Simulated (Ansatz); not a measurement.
# K+ with BF3: superposition error and deformation

Aim: split the binding of a pair into the counterpoise interaction, the basis-set superposition error and the cost of deforming the fragments.

Method: PBE0-D4 structures, single points in def2-TZVPPD; program: Ansatz 0.2.0, Gaussian basis.

Levels: PBE-D4, revPBE-D4, BLYP-D4, r2SCAN-D4, B97M-V, PBE0-D4, B3LYP-D4, HSE06-D4, wB97X-V, wB97M-V, B2PLYP, Hartree-Fock, MP2, CCSD, CCSD(T).

Cores are frozen in the correlated methods. The outer core shell of Li, Na, Mg and K is correlated. B3LYP uses VWN-RPA correlation. B2PLYP carries no dispersion term here.

129 further runs of the same task are left out: 129 set aside as unsound or not needed. Runs told in other sessions of the task aren't counted.

## (1) The system as given

The relaxed pair: 5 atoms, charge 1, spin multiplicity 1.

Atoms are counted from 1 here; the program's logs count them from 0.

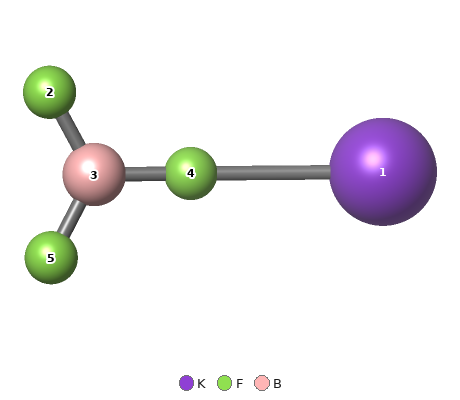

Start geometry, drawn with potassium purple, fluorine green, boron pink; atoms are numbered from 1 in the order of the file.

As a file:

```
K     0.7404   -0.3822   -3.0830
F     0.6440   -0.3397    1.6899
B    -0.1925    0.0994    0.8015
F     0.1211   -0.0629   -0.4978
F    -1.3130    0.6854    1.0894
```

Atoms 1 to 1 are fragment A (K+), the rest fragment B (BF3). From earlier runs, pair energy (eV) and counterpoise interaction (meV):

```tsv
method	E(pair)	interaction
PBE-D4	-25141.32520	-329
revPBE-D4	-25150.30745	-314
BLYP-D4	-25155.35295	-342
r2SCAN-D4	-25151.45731	-320
B97M-V	-25149.35115	-323
PBE0-D4	-25142.80318	-329
B3LYP-D4	-25156.64181	-348
HSE06-D4	-25142.21791	-329
wB97X-V	-25150.93704	-321
wB97M-V	-25153.40532	-320
B2PLYP	-25147.39085	-310
Hartree-Fock	-25098.68168	-291
MP2	-25125.64490	-306
CCSD(T)	-25126.71827	-307
```

First each fragment is run alone in its own basis, frozen in the shape it has in the pair (a, b).

## (2) wB97X-V/def2-TZVPPD

a/in.yaml reads:

```yaml
crystal:
  periodic: [false, false, false]
  atoms:
    - {symbol: K, position_ang: [0.740414, -0.382240, -3.082960]}
basis:
  gaussian: {orbitals: "def2-TZVPPD.json"}
total_charge: 1
hamiltonian: {xc: {name: wB97X-V}}
```

b/in.yaml reads:

```yaml
crystal:
  periodic: [false, false, false]
  atoms:
    - {symbol: F, position_ang: [0.644006, -0.339668, 1.689869]}
    - {symbol: B, position_ang: [-0.192540, 0.099386, 0.801539]}
    - {symbol: F, position_ang: [0.121063, -0.062881, -0.497818]}
    - {symbol: F, position_ang: [-1.313042, 0.685402, 1.089370]}
basis:
  gaussian: {orbitals: "def2-TZVPPD.json"}
hamiltonian: {xc: {name: wB97X-V}}
```

The basis file named in the input lies beside it (Basis Set Exchange, JSON).

One command serves all of them, each in its own folder.

Launch:

```console
$ ansatz run in.yaml --threads 4 --pin off --events-out ev --progress --plain --max-ram 9574MiB
```

Log of a:

```text
Functional definition: wB97X-V
  name "wB97X-V"
  cite "Mardirossian & Head-Gordon, Phys. Chem. Chem. Phys. 16, 9904 (2014) doi:10.1039/C3CP54374A"
  cite "Becke, J. Chem. Phys. 107, 8554 (1997) doi:10.1063/1.475007"
  cite "Vydrov & Van Voorhis, J. Chem. Phys. 133, 244103 (2010) doi:10.1063/1.3521275"
  parameter omega = 0.3/bohr
  parameter cx = 0.167
  parameter cx1 = 0.603
  parameter cx2 = 1.194
  parameter css0 = 0.556
  parameter css1 = -0.257
  parameter cos0 = 1.219
  parameter cos1 = -1.850
  parameter b = 6.0
  parameter c = 0.01
  exchange = spin_sum(e_x_unif_sr(omega)*poly(b97_u_x, 1 - cx, cx1, cx2)) + cx*exact_x_sr(omega) + exact_x_lr(omega)
  correlation = spin_sum(e_c_pw_same_spin*poly(b97_u_same, css0, css1))
      + integral(e_c_pw_opposite_spin*poly(b97_u_opposite, cos0, cos1)) + vv10(b, c)
294 factors; their error is unknown
80 factors; integrals over basis functions are off by at most 9.2e-5 eV
mean field evaluation 1: about -16317.7546 eV, gradient 5.6e-1 eV
mean field evaluation 2: about -16317.7547 eV, gradient 5.6e-1 eV
mean field evaluation 4: about -16317.7553 eV, gradient 1.1e-2 eV
mean field evaluation 8: about -16317.8030 eV, gradient 1.8e-4 eV
mean field -16317.80298627 eV, -599.6681991414 hartree, gradient 7.1e-6 eV, S^2 0.000000; 0 other end points of the search recorded, 0 dependent functions left out
reference -16317.80298498 eV, -599.6681990939 hartree; 9, 9 occupied and 27, 27 virtual orbitals, 294 factors
Total energy: -16317.80298498 eV, -599.6681990939 hartree
```

b printed, cut to the lines that bear on the results:

```text
[... 5 set-up lines as earlier in the session ...]
[...]
      + integral(e_c_pw_opposite_spin*poly(b97_u_opposite, cos0, cos1)) + vv10(b, c)
756 factors; their error is unknown
217 factors; integrals over basis functions are off by at most 2.2e-5 eV
[...]
mean field -8832.80618345 eV, -324.5996401506 hartree, gradient 3.4e-5 eV, S^2 0.000000; 0 other end points of the search recorded, 0 dependent functions left out
reference -8832.80618078 eV, -324.5996400527 hartree; 16, 16 occupied and 141, 141 virtual orbitals, 756 factors
Total energy: -8832.80618078 eV, -324.5996400527 hartree
```

Times: 0.7 s (a), 2.3 s (b) on 4 threads of Arm Neoverse V1, shared host.

## (3) wB97M-V/def2-TZVPPD

The same edit goes into each in.yaml of step 2 (a, b):

```diff
-hamiltonian: {xc: {name: wB97X-V}}
+hamiltonian: {xc: {name: wB97M-V}}
```

One command serves all of them, each in its own folder.

Launch:

```console
$ ansatz run in.yaml --threads 4 --pin off --events-out ev --progress --plain --max-ram 9574MiB
```

a printed, cut to the lines that bear on the results:

```text
Functional definition: wB97M-V
  name "wB97M-V"
  cite "Mardirossian & Head-Gordon, J. Chem. Phys. 144, 214110 (2016) doi:10.1063/1.4952647"
[... 2 set-up lines as earlier in the session ...]
  # Of w^i u^j: cxij and so on, Table III.
[...]
  gx(w, u) = 1 - cx + cx01*u + cx10*w
  gss(w, u) = css00 + css04*u^4 + css10*w + css20*w^2 + css43*w^4*u^3
  gos(w, u) = cos00 + cos10*w + (cos20 + cos21*u)*w^2 + (cos60 + cos61*u)*w^6
[...]
      + integral(e_c_pw_mod_opposite_spin*gos(b97_w_opposite, b97_u_opposite)) + vv10(b, c)
294 factors; their error is unknown
80 factors; integrals over basis functions are off by at most 9.2e-5 eV
[...]
mean field -16319.33110416 eV, -599.7243564378 hartree, gradient 8.1e-6 eV, S^2 0.000000; 0 other end points of the search recorded, 0 dependent functions left out
reference -16319.33114010 eV, -599.7243577587 hartree; 9, 9 occupied and 27, 27 virtual orbitals, 294 factors
Total energy: -16319.33114010 eV, -599.7243577587 hartree
```

Log of b, cut to the lines that bear on the results:

```text
[... 5 set-up lines as earlier in the session ...]
  # Of w^i u^j: cxij and so on, Table III.
[...]
  gx(w, u) = 1 - cx + cx01*u + cx10*w
  gss(w, u) = css00 + css04*u^4 + css10*w + css20*w^2 + css43*w^4*u^3
  gos(w, u) = cos00 + cos10*w + (cos20 + cos21*u)*w^2 + (cos60 + cos61*u)*w^6
[...]
      + integral(e_c_pw_mod_opposite_spin*gos(b97_w_opposite, b97_u_opposite)) + vv10(b, c)
756 factors; their error is unknown
217 factors; integrals over basis functions are off by at most 2.2e-5 eV
[...]
mean field -8833.74776330 eV, -324.6342425722 hartree, gradient 4.2e-5 eV, S^2 0.000000; 0 other end points of the search recorded, 0 dependent functions left out
reference -8833.74782918 eV, -324.6342449930 hartree; 16, 16 occupied and 141, 141 virtual orbitals, 756 factors
Total energy: -8833.74782918 eV, -324.6342449930 hartree
```

Times: 0.75 s (a), 2.6 s (b) on 4 threads of Arm Neoverse V1, shared host.

## (4) B2PLYP/def2-TZVPPD

Each input of step 3 (a, b) changes in the same lines:

```diff
-hamiltonian: {xc: {name: wB97M-V}}
+hamiltonian: {xc: {name: B2PLYP}}
```

One command serves all of them, each in its own folder.

Launch:

```console
$ ansatz run in.yaml --threads 4 --pin off --events-out ev --progress --plain --max-ram 9574MiB
```

a printed, cut to the lines that bear on the results:

```text
Functional definition: B2PLYP
  name "B2PLYP"
  cite "Grimme, J. Chem. Phys. 124, 034108 (2006) doi:10.1063/1.2148954"
  cite "Becke, Phys. Rev. A 38, 3098 (1988) doi:10.1103/PhysRevA.38.3098"
  cite "Lee, Yang & Parr, Phys. Rev. B 37, 785 (1988) doi:10.1103/PhysRevB.37.785"
[...]
206 factors; integrals over basis functions are off by at most 1.5e-4 eV
[...]
mean field -16314.67160316 eV, -599.5531229344 hartree, gradient 5.3e-6 eV, S^2 0.000000; 0 other end points of the search recorded, 0 dependent functions left out
5 core orbitals not correlated: weight in the atoms' cores, before any rotation towards them, 1.000 or more for the frozen orbitals, at most 0.000 for the correlated occupied ones
reference -16314.67168109 eV, -599.5531257983 hartree; 4, 4 occupied and 27, 27 virtual orbitals, 206 factors
second order -4.82704404 eV of doubles, -0.00000000 eV of singles
Total energy: -16315.97498298 eV, -599.6010212594 hartree
```

Output in b, cut to the lines that bear on the results:

```text
[... 5 set-up lines as earlier in the session ...]
[...]
1014 factors; integrals over basis functions are off by at most 1.2e-3 eV
[...]
mean field -8823.82139433 eV, -324.2694552407 hartree, gradient 3.3e-6 eV, S^2 0.000000; 0 other end points of the search recorded, 0 dependent functions left out
4 core orbitals not correlated: weight in the atoms' cores, before any rotation towards them, 1.000 or more for the frozen orbitals, at most 0.000 for the correlated occupied ones
reference -8823.82153908 eV, -324.2694605600 hartree; 12, 12 occupied and 141, 141 virtual orbitals, 1014 factors
second order -26.91758915 eV of doubles, -0.00000000 eV of singles
Total energy: -8831.08928815 eV, -324.5365454121 hartree
```

Wall times: 0.25 s (a), 1.6 s (b) on 4 threads of Arm Neoverse V1, shared host.

## (5) B97M-V/def2-TZVPPD

The same edit goes into each in.yaml of step 4 (a, b):

```diff
-hamiltonian: {xc: {name: B2PLYP}}
+hamiltonian: {xc: {name: B97M-V}}
```

The same command starts each run, in its folder.

Launch:

```console
$ ansatz run in.yaml --threads 4 --pin off --events-out ev --progress --plain --max-ram 9574MiB
```

Log of a, cut to the lines that bear on the results:

```text
Functional definition: B97M-V
  name "B97M-V"
  cite "Mardirossian & Head-Gordon, J. Chem. Phys. 142, 074111 (2015) doi:10.1063/1.4907719"
[... 2 set-up lines as earlier in the session ...]
  # Of w^i u^j: cxij and so on, Table III.
[...]
  gx(w, u) = cx00 + cx01*u + cx02*u^2 + (cx10 + cx11*u)*w
  gss(w, u) = css00 + css02*u^2 + css10*w + (css32*w^3 + css42*w^4)*u^2
  gos(w, u) = cos00 + cos01*u + cos03*u^3 + cos10*w + cos32*w^3*u^2
[...]
      + integral(e_c_pw_mod_opposite_spin*gos(b97_w_opposite, b97_u_opposite)) + vv10(b, c)
286 factors; their error is unknown
[...]
mean field -16315.86215186 eV, -599.5968747921 hartree, gradient 7.4e-6 eV, S^2 0.000000; 0 other end points of the search recorded, 0 dependent functions left out
reference -16315.86217914 eV, -599.5968757948 hartree; 9, 9 occupied and 27, 27 virtual orbitals, 286 factors
Total energy: -16315.86217914 eV, -599.5968757948 hartree
```

Log of b, cut to the lines that bear on the results:

```text
[... 5 set-up lines as earlier in the session ...]
  # Of w^i u^j: cxij and so on, Table III.
[...]
  gx(w, u) = cx00 + cx01*u + cx02*u^2 + (cx10 + cx11*u)*w
  gss(w, u) = css00 + css02*u^2 + css10*w + (css32*w^3 + css42*w^4)*u^2
  gos(w, u) = cos00 + cos01*u + cos03*u^3 + cos10*w + cos32*w^3*u^2
[...]
      + integral(e_c_pw_mod_opposite_spin*gos(b97_w_opposite, b97_u_opposite)) + vv10(b, c)
756 factors; their error is unknown
[...]
mean field -8833.16068789 eV, -324.6126679488 hartree, gradient 5.1e-5 eV, S^2 0.000000; 0 other end points of the search recorded, 0 dependent functions left out
reference -8833.16076469 eV, -324.6126707711 hartree; 16, 16 occupied and 141, 141 virtual orbitals, 756 factors
Total energy: -8833.16076469 eV, -324.6126707711 hartree
```

They took 0.6 s (a), 2.1 s (b) on 4 threads of Arm Neoverse V1, shared host.

## (6) CCSD(T)/def2-TZVPPD

Each input of step 5 (a, b) changes in the same lines:

```diff
-hamiltonian: {xc: {name: B97M-V}}
+correlation: {method: ccsd_t}
```

The same command starts each run, in its folder.

Launch:

```console
$ ansatz run in.yaml --threads 4 --pin off --events-out ev --progress --plain --max-ram 9574MiB
```

Output in a, cut to the lines that bear on the results:

```text
Functional definition: HF
  name "HF"
  cite "Fock, Z. Phys. 61, 126 (1930) doi:10.1007/BF01340294"
  parent pbe
[...]
206 factors; integrals over basis functions are off by at most 1.5e-4 eV
[...]
mean field -16299.78475555 eV, -599.0060413757 hartree, gradient 2.4e-6 eV, S^2 0.000000; 0 other end points of the search recorded, 0 dependent functions left out
5 core orbitals not correlated: weight in the atoms' cores, before any rotation towards them, 1.000 or more for the frozen orbitals, at most 0.000 for the correlated occupied ones
reference -16299.78475555 eV, -599.0060413757 hartree; 4, 4 occupied and 27, 27 virtual orbitals, 206 factors
second order -4.10192687 eV of doubles, -0.00000000 eV of singles
cycle   1  -4.37575722 eV  change   -2.7e-1 eV  update   1.9e-2
[...]
cycle   6  -4.41655001 eV  change   -2.1e-6 eV  update   3.3e-6
perturbative correction -0.04592391 eV, -0.0016876725 hartree
Total energy: -16304.24722947 eV, -599.1700342674 hartree
```

Output in b, cut to the lines that bear on the results:

```text
[... 4 set-up lines as earlier in the session ...]
[...]
1014 factors; integrals over basis functions are off by at most 1.2e-3 eV
[...]
mean field -8798.60221509 eV, -323.3426674977 hartree, gradient 1.3e-6 eV, S^2 0.000000; 0 other end points of the search recorded, 0 dependent functions left out
4 core orbitals not correlated: weight in the atoms' cores, before any rotation towards them, 1.000 or more for the frozen orbitals, at most 0.000 for the correlated occupied ones
reference -8798.60221509 eV, -323.3426674977 hartree; 12, 12 occupied and 141, 141 virtual orbitals, 1014 factors
second order -22.81071321 eV of doubles, -0.00000000 eV of singles
cycle   1  -22.37122816 eV  change    4.4e-1 eV  update   9.1e-2
[...]
cycle   9  -22.85367664 eV  change   -2.3e-6 eV  update   5.8e-6
perturbative correction -0.66559381 eV, -0.0244601212 hartree
Total energy: -8822.12148553 eV, -324.2069847447 hartree
```

They took 0.15 s (a), 16 s (b) on 4 threads of Arm Neoverse V1, shared host; peak memory 1.3 GiB.

## (7) Relaxing BF3 alone

relax-b/in.yaml reads:

```yaml
crystal:
  periodic: [false, false, false]
  atoms:
    - {symbol: F, position_ang: [0.644006, -0.339668, 1.689869]}
    - {symbol: B, position_ang: [-0.192540, 0.099386, 0.801539]}
    - {symbol: F, position_ang: [0.121063, -0.062881, -0.497818]}
    - {symbol: F, position_ang: [-1.313042, 0.685402, 1.089370]}
basis:
  gaussian: {orbitals: def2-TZVP}
hamiltonian: {xc: pbe0, dispersion: d4}
relax: {f_tol: 0.005, max_steps: 200}
```

Launch:

```console
$ ansatz run in.yaml --threads 4 --pin off --events-out ev --progress --plain --max-ram 9574MiB
```

The program printed, cut to the lines that bear on the results:

```text
Functional definition: PBE0
  name "PBE0"
  cite "Adamo & Barone, J. Chem. Phys. 110, 6158 (1999) doi:10.1063/1.478522"
  cite "Perdew, Burke & Ernzerhof, Phys. Rev. Lett. 77, 3865 (1996) doi:10.1103/PhysRevLett.77.3865"
[... 1 set-up line as earlier in the session ...]
[...]
637 factors; their error is unknown
[...]
mean field -8827.04930189 eV, -324.3880786556 hartree, gradient 3.5e-5 eV, S^2 0.000000; 0 other end points of the search recorded, 0 dependent functions left out
[...]
reference -8827.04932521 eV, -324.3880795126 hartree; 16, 16 occupied and 108, 108 virtual orbitals, 637 factors
relax step   1: F+E_penalty+E_count = -8827.08226828 eV  Δ(F+E_penalty+E_count) = +0.000e0 eV  max|allowed force component| = 2.146e0 eV/Å  Δτ_max = 0.0000 Å  (22 SCF iters, accepted)
[...]
relax step   3: F+E_penalty+E_count = -8827.12528940 eV  Δ(F+E_penalty+E_count) = -1.598e-2 eV  max|allowed force component| = 5.496e-2 eV/Å  Δτ_max = 0.0207 Å  (26 SCF iters, accepted)
[...]
relax step   4: F+E_penalty+E_count = -8827.12537540 eV  Δ(F+E_penalty+E_count) = -8.600e-5 eV  max|allowed force component| = 3.205e-3 eV/Å  Δτ_max = 0.0010 Å  (28 SCF iters, accepted)
637 factors; their error is unknown
mean field -8827.09240355 eV, -324.3896626124 hartree, gradient 2.5e-5 eV, S^2 0.000000; 1 other end points of the search recorded, 0 dependent functions left out
[...]
reference -8827.09242681 eV, -324.3896634671 hartree; 16, 16 occupied and 108, 108 virtual orbitals, 637 factors
Total energy: -8827.12539866 eV, -324.3908751603 hartree
Atom 0 at     0.632784    -0.333817     1.701146 Å, force     0.001996    -0.001040     0.002336 eV/Å
Atom 1 at    -0.185128     0.095561     0.770741 Å, force    -0.000006    -0.000020    -0.000004 eV/Å
Atom 2 at     0.120284    -0.062476    -0.494464 Å, force     0.000775    -0.000393    -0.003205 eV/Å
Atom 3 at    -1.308453     0.682971     1.105538 Å, force    -0.002765     0.001453     0.000873 eV/Å
Dipole moment:     0.000001     0.000001    -0.000000 e Å
```

It took 3.2 s on 4 threads of Arm Neoverse V1, shared host.

Along the way:

```tsv
step	energy from step 1 (eV)	largest force component (eV/Å)
1	0.0000	2.1461
2	-0.0270	1.2680
3	-0.0430	0.0550
4	-0.0431	0.0032
```

Distances of close pairs at the start and the end, largest changes first:

```tsv
bond	before (Å)	after (Å)	change (Å)
B2–F3	1.346	1.311	-0.035
F1–B2	1.297	1.311	+0.014
B2–F4	1.297	1.311	+0.014
```

## (8) PBE-D4/def2-TZVPPD

free-b/in.yaml reads:

```yaml
crystal:
  periodic: [false, false, false]
  atoms:
    - {symbol: F, position_ang: [0.632784, -0.333817, 1.701146]}
    - {symbol: B, position_ang: [-0.185128, 0.095561, 0.770741]}
    - {symbol: F, position_ang: [0.120284, -0.062476, -0.494464]}
    - {symbol: F, position_ang: [-1.308453, 0.682971, 1.105538]}
basis:
  gaussian: {orbitals: "def2-TZVPPD.json"}
hamiltonian: {xc: pbe, dispersion: d4}
```

Launch:

```console
$ ansatz run in.yaml --threads 4 --pin off --events-out ev --progress --plain --max-ram 9574MiB
```

The program printed:

```text
Functional definition: PBE
  name "PBE"
[... 2 set-up lines as earlier in the session ...]
  parameter kappa = 0.804
  parameter beta = 0.06672455060314922
  exchange = pbe_x(kappa = kappa, mu = beta*pi^2/3)
  correlation = pbe_c(beta = beta)
756 factors; their error is unknown
mean field evaluation 1: about -8823.8300 eV, gradient 5.0e1 eV
mean field evaluation 2: about -8816.9744 eV, gradient 8.8e1 eV
mean field evaluation 4: about -8827.0002 eV, gradient 7.5e-1 eV
mean field evaluation 8: about -8826.9998 eV, gradient 1.0e-1 eV
mean field -8826.99984622 eV, -324.3862611930 hartree, gradient 2.0e-5 eV, S^2 0.000000; 0 other end points of the search recorded, 0 dependent functions left out
reference -8826.99990177 eV, -324.3862632348 hartree; 16, 16 occupied and 141, 141 virtual orbitals, 756 factors
Total energy: -8827.04040679 eV, -324.3877517668 hartree
```

Wall time 0.7 s (4 threads of Arm Neoverse V1, shared host).

## (9) r2SCAN-D4/def2-TZVPPD

Changes to free-b/in.yaml since step 8:

```diff
@@ -9,2 +9,2 @@
   gaussian: {orbitals: "def2-TZVPPD.json"}
-hamiltonian: {xc: pbe, dispersion: d4}
+hamiltonian: {xc: r2scan, dispersion: d4}
```

Launch:

```console
$ ansatz run in.yaml --threads 4 --pin off --events-out ev --progress --plain --max-ram 9574MiB
```

The program printed:

```text
Functional definition: r2SCAN
  name "r2SCAN"
  cite "Furness, Kaplan, Ning, Perdew & Sun, J. Phys. Chem. Lett. 11, 8208 (2020) doi:10.1021/acs.jpclett.0c02405"
  cite "Furness, Kaplan, Ning, Perdew & Sun, J. Phys. Chem. Lett. 11, 9248 (2020) doi:10.1021/acs.jpclett.0c03077"
  parent r2scan
  parameter k0 = 0.174
  parameter k1 = 0.065
  parameter a1 = 4.9479
  exchange = r2scan_x(k0 = k0, k1 = k1, a1 = a1)
  correlation = r2scan_c
756 factors; their error is unknown
mean field evaluation 1: about -8829.2004 eV, gradient 4.9e1 eV
mean field evaluation 2: about -8825.2938 eV, gradient 7.4e1 eV
mean field evaluation 4: about -8832.0955 eV, gradient 4.5e-1 eV
mean field evaluation 8: about -8832.0972 eV, gradient 4.9e-3 eV
mean field -8832.09722250 eV, -324.5735863163 hartree, gradient 2.5e-5 eV, S^2 0.000000; 0 other end points of the search recorded, 0 dependent functions left out
reference -8832.09724207 eV, -324.5735870356 hartree; 16, 16 occupied and 141, 141 virtual orbitals, 756 factors
Total energy: -8832.10650794 eV, -324.5739275501 hartree
```

It took 1.4 s on 4 threads of Arm Neoverse V1, shared host.

## (10) PBE0-D4/def2-TZVPPD

Changes to free-b/in.yaml since step 9:

```diff
@@ -9,2 +9,3 @@
   gaussian: {orbitals: "def2-TZVPPD.json"}
-hamiltonian: {xc: r2scan, dispersion: d4}
+hamiltonian: {xc: pbe0, dispersion: d4}
+output: {orbitals: {seedname: orbitals}}
```

Launch:

```console
$ ansatz run in.yaml --threads 4 --pin off --events-out ev --progress --plain --max-ram 9574MiB
```

The program printed, cut to the lines that bear on the results:

```text
[... 5 set-up lines as earlier in the session ...]
  parameter a = 0.25
[... 2 set-up lines as earlier in the session ...]
  exchange = (1 - a)*pbe_x(kappa = kappa, mu = beta*pi^2/3) + a*exact_x
[... 1 set-up line as earlier in the session ...]
756 factors; their error is unknown
mean field evaluation 1: about -8824.5277 eV, gradient 4.5e1 eV
mean field evaluation 2: about -8822.4181 eV, gradient 6.2e1 eV
mean field evaluation 4: about -8827.0921 eV, gradient 4.4e-1 eV
mean field evaluation 8: about -8827.1196 eV, gradient 1.8e-3 eV
mean field -8827.11957329 eV, -324.3906610817 hartree, gradient 5.6e-5 eV, S^2 0.000000; 0 other end points of the search recorded, 0 dependent functions left out
reference -8827.11961382 eV, -324.3906625712 hartree; 16, 16 occupied and 141, 141 virtual orbitals, 756 factors
Total energy: -8827.15258567 eV, -324.3918742644 hartree
```

It took 0.8 s on 4 threads of Arm Neoverse V1, shared host.

(Part 1 of 2 ends here.)
